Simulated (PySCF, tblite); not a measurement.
# C6H12O2SSi: geometry, infrared bands and NMR shifts

What infrared bands and NMR shifts should C6H12O2SSi (`CS/C(C)=C(/C)[SiH2]OC=O`) show?

Computed with tblite 0.8.0 and PySCF 2.14.0, with density-fitted response routines of our own, on a single molecule in the gas phase. Atoms are numbered from 0 throughout.

## 1. The molecule as given

22 atoms, charge 0, multiplicity 1; geometry from: force field or distance geometry start.

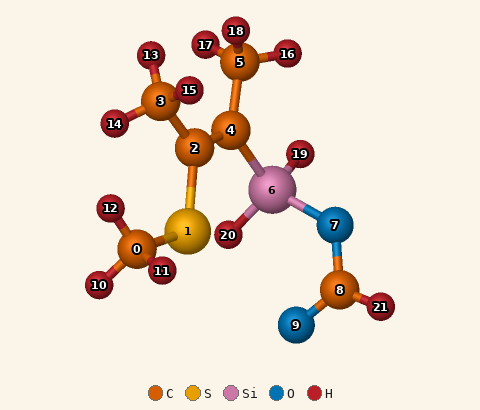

The starting geometry (carbon orange, sulfur amber, silicon pink, oxygen blue, hydrogen red), atoms numbered.

## 2. Geometry optimisation with GFN2-xTB

Job settings and geometry (Å):

```
{"job": {"kind": "relax", "xc": "GFN2-xTB", "basis": "xTB"}, "charge": 0, "multiplicity": 1}
C     -2.574800     1.722100     0.356600
S     -0.888900     1.141600     0.538500
C     -0.642200    -0.503900    -0.141200
C     -1.778500    -1.231800    -0.800800
C      0.577200    -1.019800    -0.041800
C      0.874500    -2.374300    -0.595900
Si     1.941200    -0.065400     0.756100
O      2.518300     1.251900    -0.193400
C      2.512100     2.566700     0.240700
O      2.067300     2.834000     1.381200
H     -3.029000     2.093400     1.323900
H     -2.670700     2.591500    -0.330300
H     -3.292200     0.964400    -0.006300
H     -1.634800    -2.355500    -0.758300
H     -2.694300    -0.967900    -0.225900
H     -1.842500    -0.948400    -1.849000
H      1.926100    -2.431100    -0.948700
H      0.762700    -3.180900     0.170100
H      0.251400    -2.655400    -1.453600
H      3.087900    -1.016100     0.866500
H      1.631800     0.294200     2.152400
H      2.886900     3.310200    -0.441700
```

Launch:

```console
> OMP_NUM_THREADS=1 python probes_run.py task.json out
```

This one command runs all jobs of the session in turn.

Standard output:

```text
step      E/eV     max force
  0    -872.38256    5.092
  1    -872.68908    5.358
  2    -872.86257    1.452
  3    -872.90979    0.685
  4    -872.97527    0.805
  5    -873.01901    0.856
  6    -873.05727    0.402
  7    -873.07488    0.281
  8    -873.09013    0.321
  9    -873.10039    0.304
 10    -873.10569    0.181
 11    -873.10883    0.125
 12    -873.11190    0.176
 13    -873.11536    0.158
 14    -873.11841    0.145
 15    -873.12077    0.117
 16    -873.12296    0.144
 17    -873.12516    0.115
 18    -873.12695    0.090
 19    -873.12826    0.085
 20    -873.12941    0.097
 21    -873.13072    0.105
 22    -873.13213    0.095
 23    -873.13328    0.071
 24    -873.13414    0.059
 25    -873.13501    0.063
 26    -873.13602    0.081
 27    -873.13705    0.079
 28    -873.13806    0.075
 29    -873.13915    0.081
 30    -873.14054    0.089
 31    -873.14228    0.115
 32    -873.14405    0.107
 33    -873.14575    0.127
 34    -873.14768    0.136
 35    -873.15009    0.129
 36    -873.15306    0.136
 37    -873.15608    0.132
 38    -873.15875    0.121
 39    -873.16145    0.152
 40    -873.16473    0.202
 41    -873.16809    0.274
 42    -873.16364    0.454
 43    -873.17323    0.143
 44    -873.17506    0.125
 45    -873.18021    0.143
 46    -873.18279    0.148
 47    -873.19241    0.170
 48    -873.19689    0.152
 49    -873.20068    0.214
 50    -873.20345    0.270
 51    -873.20796    0.143
 52    -873.21169    0.097
 53    -873.21424    0.102
 54    -873.21681    0.119
 55    -873.21912    0.105
 56    -873.22155    0.107
 57    -873.22472    0.143
 58    -873.22927    0.193
 59    -873.23552    0.210
 60    -873.24160    0.176
 61    -873.24655    0.146
 62    -873.25002    0.137
 63    -873.25351    0.166
 64    -873.25751    0.160
 65    -873.26249    0.180
 66    -873.26618    0.132
 67    -873.26882    0.111
 68    -873.27072    0.098
 69    -873.27291    0.127
 70    -873.27524    0.129
 71    -873.27755    0.084
 72    -873.27906    0.095
 73    -873.28145    0.110
 74    -873.28413    0.159
 75    -873.28695    0.151
 76    -873.28866    0.132
 77    -873.28978    0.066
 78    -873.29082    0.062
 79    -873.29206    0.094
 80    -873.29287    0.049
 81    -873.29372    0.060
 82    -873.29431    0.059
 83    -873.29510    0.063
 84    -873.29604    0.065
 85    -873.29699    0.057
 86    -873.29784    0.055
 87    -873.29864    0.065
 88    -873.29930    0.099
 89    -873.30006    0.068
 90    -873.30087    0.051
 91    -873.30210    0.067
 92    -873.30270    0.078
 93    -873.30374    0.069
 94    -873.30452    0.066
 95    -873.30546    0.079
 96    -873.30656    0.109
 97    -873.30767    0.111
 98    -873.30900    0.083
 99    -873.31022    0.060
100    -873.31142    0.106
101    -873.31198    0.102
102    -873.31281    0.126
103    -873.31350    0.081
104    -873.31422    0.093
105    -873.31490    0.093
106    -873.31522    0.208
107    -873.31629    0.057
108    -873.31726    0.088
109    -873.31882    0.106
110    -873.31955    0.102
111    -873.32058    0.086
112    -873.32174    0.091
113    -873.32273    0.202
114    -873.32194    0.412
115    -873.32423    0.074
116    -873.32493    0.070
117    -873.32734    0.089
118    -873.32809    0.077
119    -873.32925    0.072
120    -873.33056    0.076
121    -873.33163    0.084
122    -873.33297    0.082
123    -873.33385    0.153
124    -873.33474    0.103
125    -873.33578    0.091
126    -873.33837    0.130
127    -873.33999    0.120
128    -873.34199    0.098
129    -873.34322    0.088
130    -873.34452    0.075
131    -873.34497    0.219
132    -873.34629    0.078
133    -873.34729    0.053
134    -873.34968    0.153
135    -873.35133    0.138
136    -873.35345    0.122
137    -873.35532    0.111
138    -873.35613    0.148
139    -873.35780    0.091
140    -873.35862    0.081
141    -873.35953    0.058
142    -873.35990    0.049
143    -873.36038    0.057
144    -873.36097    0.061
145    -873.36185    0.082
146    -873.36248    0.107
147    -873.36339    0.088
148    -873.36410    0.069
149    -873.36475    0.062
150    -873.36525    0.057
151    -873.36566    0.044
152    -873.36597    0.031
153    -873.36623    0.034
154    -873.36651    0.038
155    -873.36681    0.067
156    -873.36711    0.047
157    -873.36750    0.036
158    -873.36799    0.051
159    -873.36841    0.052
160    -873.36897    0.054
161    -873.36927    0.045
162    -873.36955    0.045
163    -873.36981    0.043
164    -873.37026    0.040
165    -873.37056    0.039
166    -873.37083    0.036
167    -873.37103    0.033
168    -873.37130    0.031
169    -873.37164    0.041
170    -873.37211    0.049
171    -873.37274    0.060
172    -873.37350    0.060
173    -873.37431    0.063
174    -873.37505    0.062
175    -873.37564    0.070
176    -873.37630    0.071
177    -873.37703    0.065
178    -873.37813    0.058
179    -873.37874    0.051
180    -873.37935    0.044
181    -873.37970    0.036
182    -873.37997    0.044
183    -873.38022    0.036
184    -873.38039    0.030
185    -873.38055    0.024
186    -873.38073    0.025
187    -873.38095    0.030
188    -873.38120    0.032
189    -873.38148    0.033
190    -873.38175    0.030
191    -873.38200    0.031
192    -873.38220    0.028
193    -873.38234    0.024
194    -873.38246    0.026
195    -873.38259    0.026
196    -873.38275    0.035
197    -873.38297    0.041
198    -873.38327    0.038
199    -873.38363    0.033
200    -873.38394    0.028
201    -873.38413    0.027
202    -873.38424    0.027
203    -873.38434    0.029
204    -873.38448    0.025
205    -873.38464    0.033
206    -873.38482    0.035
207    -873.38501    0.029
208    -873.38520    0.026
209    -873.38538    0.029
210    -873.38555    0.032
211    -873.38568    0.036
212    -873.38579    0.035
213    -873.38590    0.033
214    -873.38600    0.021
215    -873.38609    0.019
216    -873.38615    0.014
217    -873.38620    0.013
218    -873.38624    0.016
219    -873.38628    0.021
220    -873.38632    0.023
221    -873.38635    0.020
222    -873.38639    0.016
223    -873.38643    0.014
224    -873.38646    0.010
```

Run time: 2.4 s. Hardware: 1 thread of Arm Neoverse V2, shared host; peak memory 0.18 GiB.

Step by step: (not every step is listed)

```csv
step,energy from step 0 (eV),largest force (eV/Å)
0,0.0000,5.0916
1,-0.3065,5.3579
2,-0.4800,1.4525
3,-0.5272,0.6855
4,-0.5927,0.8047
5,-0.6364,0.8557
6,-0.6747,0.4025
7,-0.6923,0.2807
8,-0.7076,0.3210
29,-0.7566,0.0811
50,-0.8209,0.2703
71,-0.8950,0.0836
92,-0.9201,0.0778
113,-0.9402,0.2016
134,-0.9671,0.1534
155,-0.9842,0.0670
176,-0.9937,0.0711
197,-1.0004,0.0412
218,-1.0037,0.0164
219,-1.0037,0.0215
220,-1.0038,0.0227
221,-1.0038,0.0199
222,-1.0038,0.0158
223,-1.0039,0.0144
224,-1.0039,0.0102
```

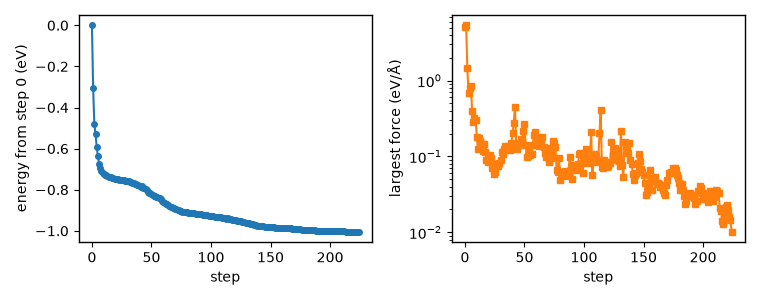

Energy and largest force along the relaxation.

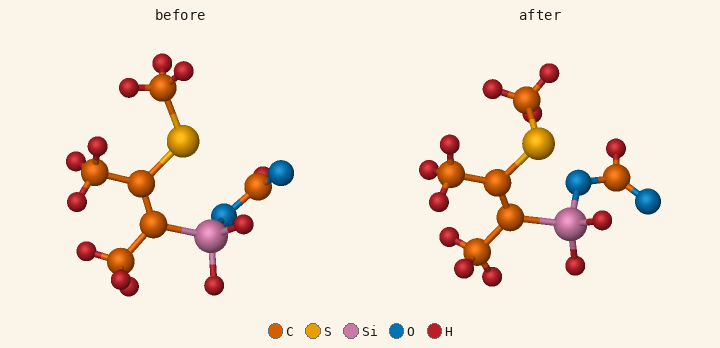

Before and after, at one scale.

Distances of close pairs at the start and the end, largest changes first:

```csv
bond,before (Å),after (Å),change (Å)
O7–C8,1.385,1.306,-0.078
C8–O9,1.253,1.194,-0.059
C0–H10,1.131,1.085,-0.046
C3–H13,1.134,1.090,-0.044
Si6–O7,1.723,1.682,-0.041
C4–Si6,1.846,1.886,+0.040
Si6–H19,1.494,1.462,-0.032
C0–S1,1.792,1.822,+0.030
```

The final coordinates are the input of the step that follows.

## 3. Vibrational analysis with GFN2-xTB

Job settings and geometry (Å):

```
{"job": {"kind": "ir", "xc": "GFN2-xTB", "basis": "xTB"}, "charge": 0, "multiplicity": 1}
C     -1.880315     1.747383     0.061248
S     -1.408634     0.504769     1.307874
C     -0.916043    -0.808202     0.198362
C     -2.019674    -1.609061    -0.413181
C      0.387029    -1.007225    -0.001792
C      0.843025    -2.134398    -0.882732
Si     1.664205     0.076140     0.866510
O      1.461372     1.568773     0.117134
C      2.232135     2.579850     0.416926
O      3.135867     2.561910     1.196479
H     -2.229803     2.618627     0.605209
H     -1.006202     1.995286    -0.532778
H     -2.675480     1.353685    -0.564744
H     -1.903292    -2.662555    -0.158180
H     -2.987555    -1.270019    -0.053695
H     -1.995223    -1.528899    -1.500795
H      1.922126    -2.127886    -0.999251
H      0.549253    -3.091035    -0.449883
H      0.383824    -2.064246    -1.868520
H      3.000526    -0.398995     0.511801
H      1.489726     0.235739     2.300760
H      1.942723     3.479745    -0.157600
```

Standard output:

```text
mode    cm-1     km/mol
  1      35.3      0.73
  2      56.1      0.42
  3      60.1      6.03
  4      69.3      0.91
  5      75.8      1.30
  6     103.7      1.58
  7     114.4      4.20
  8     135.6      2.02
  9     149.2      2.34
 10     162.7      9.87
 11     183.1      3.21
 12     236.6     16.99
 13     288.8      1.56
 14     326.9      6.23
 15     344.0      3.70
 16     389.2      6.23
 17     495.0     14.08
 18     534.0     63.59
 19     550.0     68.64
 20     618.5     31.53
 21     648.5     32.31
 22     709.8    254.46
 23     719.4     48.41
 24     763.8     15.79
 25     781.5     33.34
 26     801.0    242.34
 27     940.7      3.34
 28     947.7      9.37
 29     948.9     12.14
 30     989.8     10.65
 31    1001.0      1.20
 32    1020.5      1.11
 33    1091.2      6.04
 34    1106.0     18.50
 35    1183.8    105.91
 36    1199.5    384.29
 37    1307.1      1.75
 38    1366.2     33.18
 39    1392.9      4.73
 40    1401.3     12.54
 41    1447.1      5.88
 42    1449.5      4.31
 43    1467.7      0.92
 44    1474.6      4.45
 45    1483.9      1.69
 46    1486.0      7.06
 47    1654.8     57.12
 48    1783.8    547.52
 49    2281.0    341.23
 50    2356.4    158.70
 51    2792.2    113.24
 52    2983.6     29.43
 53    2990.2      9.34
 54    3002.2      2.71
 55    3005.3     26.28
 56    3030.1      5.89
 57    3038.5      6.09
 58    3048.1      9.46
 59    3055.4     18.67
 60    3060.2      4.48
```

It took 1.2 s on 1 thread of Arm Neoverse V2, shared host; peak memory 0.18 GiB.

Which atoms move in the most intense modes:

```csv
cm⁻¹,km/mol,atoms
710,254.5,"H19 28 %, O7 17 %, H20 12 %, O9 11 %"
801,242.3,"H19 36 %, H20 31 %, Si6 11 %"
1184,105.9,"C4 53 %, C5 14 %, C2 11 %"
1200,384.3,"O7 46 %, C8 40 %"
1784,547.5,"C8 59 %, O9 39 %"
2281,341.2,H19 94 %
2356,158.7,H20 94 %
2792,113.2,H21 94 %
```

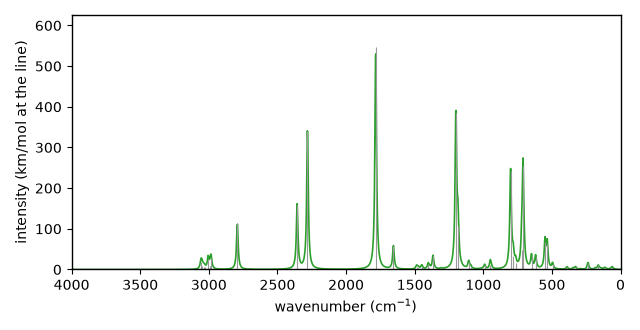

The infrared spectrum from these modes, unscaled. Lines are broadened to a width of 14 cm⁻¹ (Lorentzian).

## 4. NMR shieldings: PBE0/pcSseg-1

Same as in step 3 but for these lines:

```diff
@@ -1,2 +1,2 @@
-{"job": {"kind": "ir", "xc": "GFN2-xTB", "basis": "xTB"}, "charge": 0, "multiplicity": 1}
+{"job": {"kind": "nmr", "xc": "PBE0", "basis": "pcSseg-1"}, "charge": 0, "multiplicity": 1}
 C     -1.880315     1.747383     0.061248
```

With the program's defaults for keys left out, this is: GIAO PBE0/pcSseg-1 NMR shielding, non-relativistic, gas phase.

Standard output:

```text
coarse grid: 19376 points
cycle   1  E = -1072.9825608634  dE =  1.382e+00  |g| = 9.522e-01  |ddm| = 4.374e+00
cycle   2  E = -1072.6984940798  dE =  2.841e-01  |g| = 1.566e+00  |ddm| = 1.638e+00
cycle   3  E = -1073.1441190335  dE = -4.456e-01  |g| = 2.675e-01  |ddm| = 1.106e+00
cycle   4  E = -1073.1564937766  dE = -1.237e-02  |g| = 9.046e-02  |ddm| = 2.245e-01
cycle   5  E = -1073.1578129678  dE = -1.319e-03  |g| = 2.296e-02  |ddm| = 7.360e-02
cycle   6  E = -1073.1579263287  dE = -1.134e-04  |g| = 5.881e-03  |ddm| = 2.566e-02
cycle   7  E = -1073.1579325306  dE = -6.202e-06  |g| = 3.078e-03  |ddm| = 8.567e-03
final grid: 177800 points
cycle   8  E = -1073.2411851897  dE = -3.751e-05  |g| = 1.545e-02  |ddm| = 3.931e-02
cycle   9  E = -1073.2411108789  dE =  7.431e-05  |g| = 2.422e-02  |ddm| = 3.290e-02
cycle  10  E = -1073.2412344838  dE = -1.236e-04  |g| = 3.225e-03  |ddm| = 2.147e-02
cycle  11  E = -1073.2412366498  dE = -2.166e-06  |g| = 5.185e-04  |ddm| = 2.543e-03
cycle  12  E = -1073.2412366948  dE = -4.499e-08  |g| = 2.020e-04  |ddm| = 5.917e-04
cycle  13  E = -1073.2412367016  dE = -6.745e-09  |g| = 8.571e-05  |ddm| = 2.076e-04
cycle  14  E = -1073.2412367032  dE = -1.614e-09  |g| = 2.446e-05  |ddm| = 9.375e-05
cycle  15  E = -1073.2412367033  dE = -1.305e-10  |g| = 5.253e-06  |ddm| = 2.394e-05
converged SCF energy = -1073.2412367033

GIAO shielding tensors (ppm)
atom      isotropic    diamagn.    paramagn.     s11        s22        s33       span
  0 C      161.748     253.227     -91.478    140.428    159.441    185.376     44.948
  1 S      432.661    1060.846    -628.185    232.029    385.057    680.897    448.868
  2 C       26.063     263.746    -237.683    -92.312     38.069    132.432    224.744
  3 C      161.092     248.665     -87.573    141.476    157.280    184.519     43.043
  4 C       36.930     264.779    -227.849    -66.273     26.900    150.162    216.435
  5 C      165.803     247.286     -81.483    152.520    162.345    182.545     30.026
  6 Si     377.666     882.758    -505.092    357.417    380.321    395.260     37.843
  7 O      131.340     402.951    -271.611    -16.694    189.008    221.706    238.399
  8 C       21.802     243.513    -221.711    -77.948     63.691     79.662    157.610
  9 O     -129.389     400.414    -529.803   -396.020   -247.229    255.083    651.103
 10 H       29.692      30.737      -1.045     25.498     25.858     37.719     12.221
 11 H       29.119      33.368      -4.249     23.411     29.489     34.457     11.047
 12 H       29.186      31.974      -2.788     24.088     28.082     35.387     11.299
 13 H       29.282      29.825      -0.543     25.105     27.883     34.858      9.753
 14 H       29.367      30.684      -1.318     24.200     30.155     33.744      9.544
 15 H       29.486      31.041      -1.555     26.261     27.381     34.815      8.554
 16 H       29.627      30.454      -0.827     24.658     29.359     34.865     10.206
 17 H       29.921      29.665       0.256     25.756     28.113     35.892     10.136
 18 H       29.919      30.996      -1.076     25.958     28.789     35.010      9.052
 19 H       26.677      31.377      -4.700     22.979     25.795     31.257      8.278
 20 H       25.860      31.478      -5.618     22.454     25.305     29.822      7.368
 21 H       23.618      25.735      -2.118     18.870     24.148     27.834      8.964
```

Run time: 83 s. Hardware: 1 thread of Arm Neoverse V2, shared host; peak memory 1.1 GiB.

The references, computed at this level on geometries of the same kind, shield at (ppm): ¹H TMS 31.72, ¹³C TMS 186.9, ²⁹Si TMS 349.2, ¹⁷O H2O 336.1, ³³S CS2 504. Their shielding less the atom's gives the shift. The references are single molecules in the gas phase, so shifts against H2O, NH3, PH3, H3PO4 or CFCl3 are not on the usual liquid scales and can be off by tens of ppm. Atoms listed in one row are averaged.

```
        atoms                              environment  σ (ppm)  δ (ppm)  δ scaled to CDCl3
           C8                          carbonyl carbon     21.8    165.1              159.2
           C2          fully substituted alkene carbon     26.1    160.9              150.7
           C4          fully substituted alkene carbon     36.9    150.0              144.5
           C3                    allylic methyl carbon    161.1     25.8               23.3
           C0                methyl carbon bonded to S    161.7     25.2               18.2
           C5                    allylic methyl carbon    165.8     21.1               18.7
          H21            hydrogen on a carbonyl carbon    23.62     8.10               7.74
     H19, H20     hydrogen on a silicon bonded to C, O    26.27     5.45                  –
H10, H11, H12  hydrogen on a methyl carbon bonded to S    29.33     2.38               2.35
H13, H14, H15     hydrogen on an allylic methyl carbon    29.38     2.34               2.31
H16, H17, H18     hydrogen on an allylic methyl carbon    29.82     1.89               1.89
           S1                           sulfide sulfur      433       71                  –
          Si6              silicon bonded to C, O, 2 H    377.7    -28.5                  –
           O9                          carbonyl oxygen   -129.4    465.5                  –
           O7                   oxygen bonded to C, Si    131.3    204.7                  –
```

The scaled column applies a straight-line fit of computed shieldings to shifts measured in CDCl3, with any fitted terms for Cl, Br or S neighbours (root-mean-square error 0.16 ppm for H, 1.9 ppm for C).

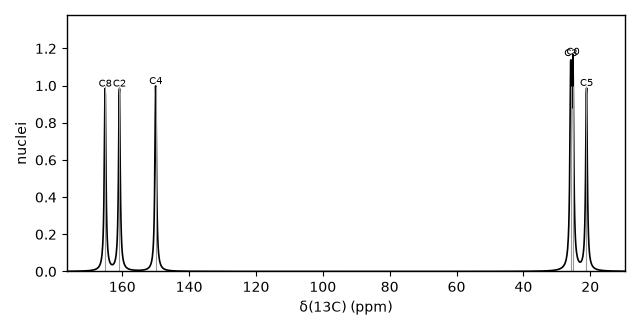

¹³C lines at the computed shifts, without couplings. Lines are broadened to a width of 0.58 ppm (Lorentzian).

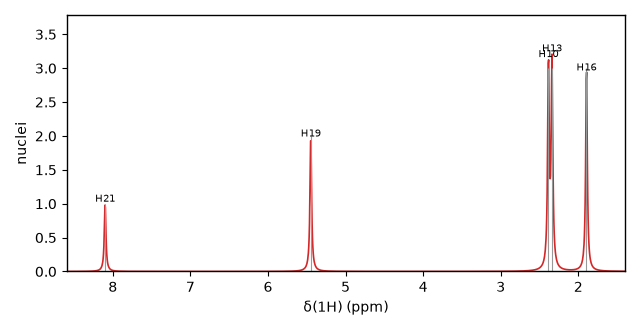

¹H lines at the computed shifts, without couplings. Lines are broadened to a width of 0.02 ppm (Lorentzian).

The run also stored atomic charges by several schemes (e):

```
atoms  Mulliken    IAO  Hirshfeld  ESP fit
   C0     -0.36  -0.50      -0.12    -0.23
   S1     -0.02   0.11       0.03    -0.22
   C2     -0.39  -0.07       0.00     0.18
   C3     -0.14  -0.44      -0.12    -0.58
   C4     -0.45  -0.28      -0.10    -0.02
   C5     -0.18  -0.42      -0.12    -0.54
  Si6      0.89   0.95       0.37     0.56
   O7     -0.56  -0.57      -0.18    -0.41
   C8      0.45   0.41       0.18     0.61
   O9     -0.40  -0.44      -0.25    -0.51
```

ESP fit charges:

C0 -0.23; S1 -0.22; C2 0.18; C3 -0.58; C4 -0.02; C5 -0.54; Si6 0.56; O7 -0.41; C8 0.61; O9 -0.51; H10 0.16; H11 0.06; H12 0.11; H13 0.18; H14 0.17; H15 0.19; H16 0.16; H17 0.16; H18 0.16; H19 -0.11; H20 -0.09; H21 0.01

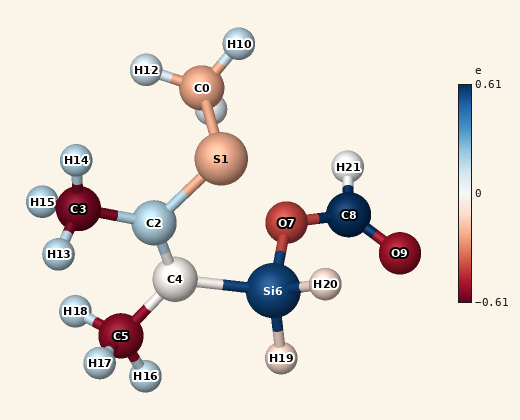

ESP fit charges, as colours on the atoms.

Mayer bond orders: C0–S1 0.96, S1–C2 1.10, C2–C3 1.06, C2–C4 1.79, C4–C5 1.08, C4–Si6 0.86, Si6–O7 0.78, O7–C8 1.14, C8–O9 1.95.

The fields below are evaluated on a grid from the run's orbitals.

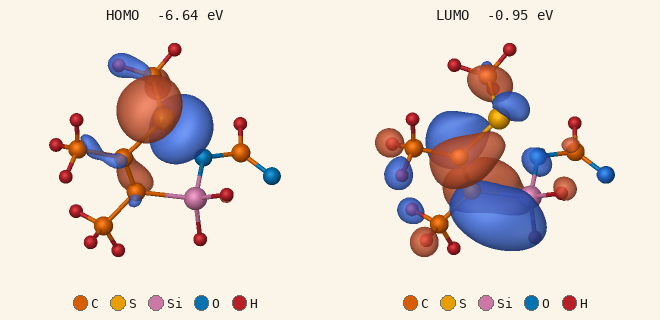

PBE0/pcSseg-1 orbitals near the gap, drawn at the value that encloses 70 % of each; the two colours are the two signs.

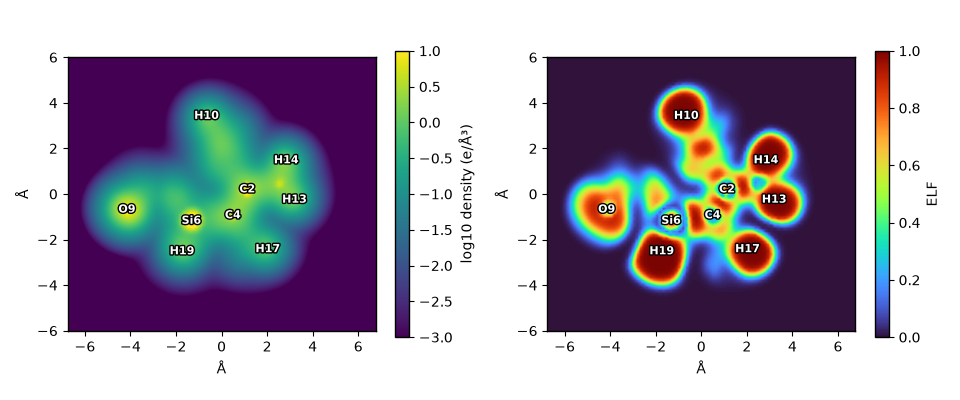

Density (left) and ELF (right) in a plane through or near 9 of the atoms.

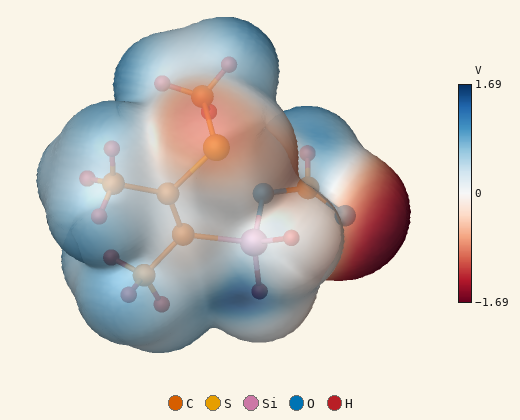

Electrostatic potential on the surface of density 0.002 e/bohr³; red is low, blue high. It runs from -1.69 V near O9 to 1.05 V near H21.

## 5. Outcome

```
                                                              quantity                                      value
                             strongest single infrared mode (GFN2-xTB)                      1784 cm⁻¹, 548 km/mol
                                          zero-point energy (GFN2-xTB)                             103.1 kcal/mol
                                ¹³C shifts against TMS (PBE0/pcSseg-1)  165.1, 160.9, 150.0, 25.8, 25.2, 21.1 ppm
¹H shifts against TMS (PBE0/pcSseg-1, means over atoms taken as alike)           8.10, 5.45, 2.38, 2.34, 1.89 ppm
                                ³³S shifts against CS2 (PBE0/pcSseg-1)                                     71 ppm
                               ²⁹Si shifts against TMS (PBE0/pcSseg-1)                                  -28.5 ppm
                                ¹⁷O shifts against H2O (PBE0/pcSseg-1)                           465.5, 204.7 ppm
                                 surface potential, least and greatest                         -1.69 V and 1.05 V
```

**Reading.** Over 224 steps the energy fell by 1.004 eV; of the close pairs, O7–C8 changed most, 1.385 to 1.306 Å. All 60 modes are real, so the xTB geometry is a minimum. The strongest single mode, at 1784 cm⁻¹, moves mainly C8 and O9. Unscaled tight-binding wavenumbers are off by several per cent, some by more. Its intensities can rank the bands wrongly. At PBE0/pcSseg-1: The widest tensor belongs to O9: span 651 ppm, with a paramagnetic part of -530 ppm. By nearest atom (PBE0/pcSseg-1), the HOMO sits on S1 71 % and the LUMO on C2, C4 about 27 % each; Si6 9 %.
